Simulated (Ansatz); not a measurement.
**C$_{6}$H$_{4}$F$_{6}$O$_{2}$Sn (SMILES [CH3][Sn-]1[O]C(C(F)(F)F)=CC(C(F)(F)F)=[O+]1): density, localisation and related maps**

```xyz
19

C    -1.2933   -0.6739    2.4988
Sn    0.7842   -0.0106    2.5486
O     0.3106    1.5208    1.0251
C     0.1106    1.3473   -0.1979
C    -0.4134    2.6120   -0.9027
F    -1.5649    2.9891   -0.3507
F     0.4624    3.6040   -0.7630
F    -0.6230    2.4265   -2.2053
C     0.3114    0.2004   -0.9608
C     0.8550   -0.9692   -0.4374
C     1.1157   -2.1468   -1.3945
F     2.4109   -2.4521   -1.3944
F     0.7543   -1.8808   -2.6490
F     0.4335   -3.2155   -0.9880
O     1.1918   -1.2185    0.7417
H    -1.6823   -0.6939    1.4786
H    -1.9141   -0.0010    3.0966
H    -1.3745   -1.6781    2.9237
H     0.0831    0.2358   -2.0130
```

Geometry: PBE0-D4/def2-TZVP; core potentials replace the inner electrons of Sn.

Level of theory: RKS PBE0-D4/def2-TZVPP (Ansatz).

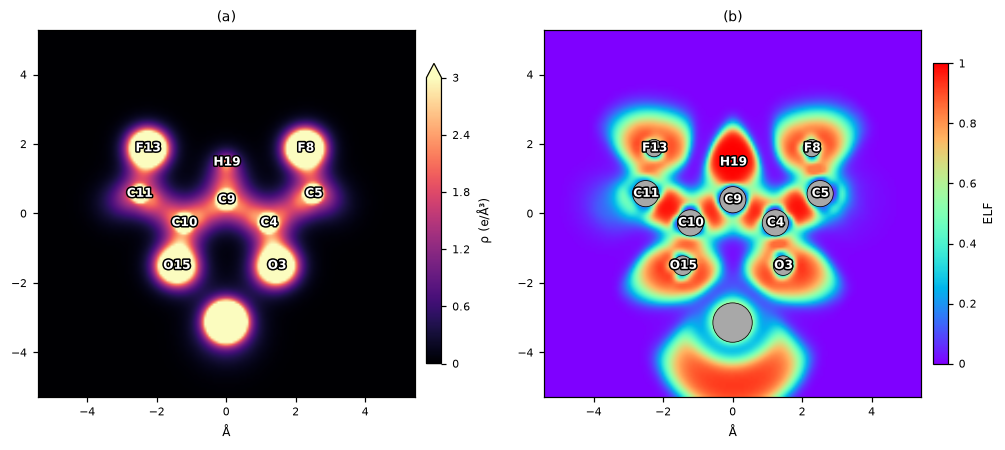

Figure 1. (a) electron density; (b) electron localisation function on the plane of atoms C4, C9 and H19. Grey discs cover the atomic cores in the ELF map.

Interpret the plot.

- The section cuts through O, C, F and H sites.
- C–O (1.25 Å): ρ at the midpoint is about 3 e/Å³; the ELF peaks at about 0.85 between the atoms; a short, strongly polar bond.
- C–F (1.33 Å): the density is about 2.4 e/Å³ at the midpoint; the ELF peaks at about 0.85 between the atoms (a polar covalent bond).
- C–C (1.39 Å): ρ at the midpoint is about 2.2 e/Å³; the ELF peaks at about 0.95 between the atoms; localised, covalent bonding.
- C–H (1.08 Å): ρ at the midpoint is about 2.1 e/Å³; the ELF climbs to about 1 towards the hydrogen, as it does in any bond to H: a covalent bond by its length.
- C–C (1.54 Å): the density is about 1.8 e/Å³ at the midpoint; the ELF peaks at about 1 between the atoms: localised, covalent bonding.
- The ELF also peaks beside O3, O15, F13 and F8, away from the bonds: lone-pair regions.

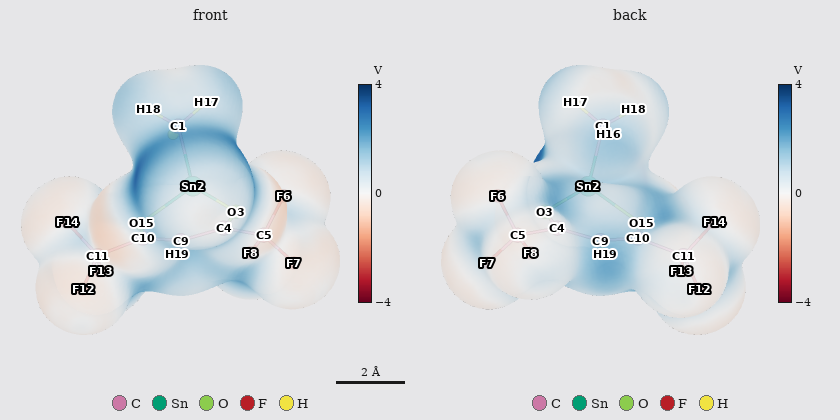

Figure 2. The molecular electrostatic potential painted on the density surface at 0.004 e/bohr³, seen from the front and from behind; red is negative and blue positive.

Where is the surface potential most negative and most positive?

The most negative region (about −0.7 V) lies over O3 and O15, the most positive (about +3.0 V) over Sn2.

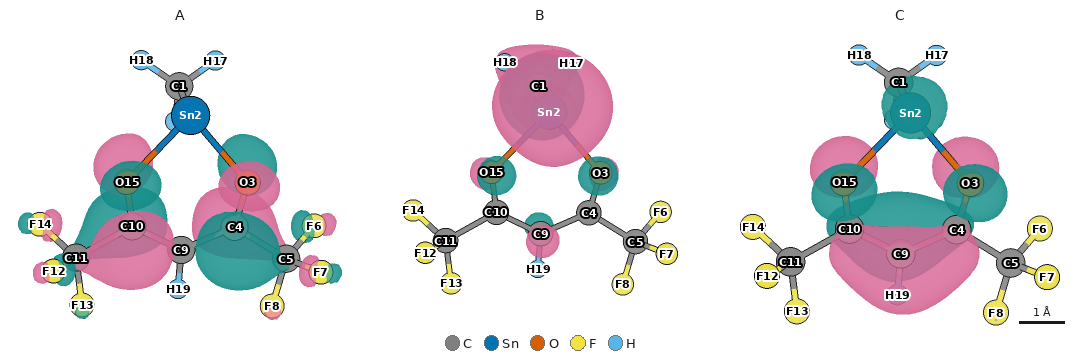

Figure 3. Three frontier orbitals at ±0.1 Å⁻³ᐟ² (teal and pink are the two phases), in no order.

Which picture is the HOMO−1, the HOMO and the LUMO?

C is the HOMO−1 (−8.23 eV). Its weight (Hirshfeld) is mainly on C9 (about 35 %), O3 (about 15 %), O15 (about 15 %), C4 (about 10 %), C10 (about 10 %) and Sn2 (about 10 %). B is the HOMO (−6.66 eV). Its weight (Hirshfeld) is mainly on Sn2 (about 55 %) and C1 (about 25 %). A is the LUMO (−2.96 eV). By Hirshfeld shares it lies mainly on C4 (about 25 %), C10 (about 25 %), O15 (about 15 %) and O3 (about 15 %).

What is the HOMO–LUMO gap?

3.70 eV between the orbital energies.
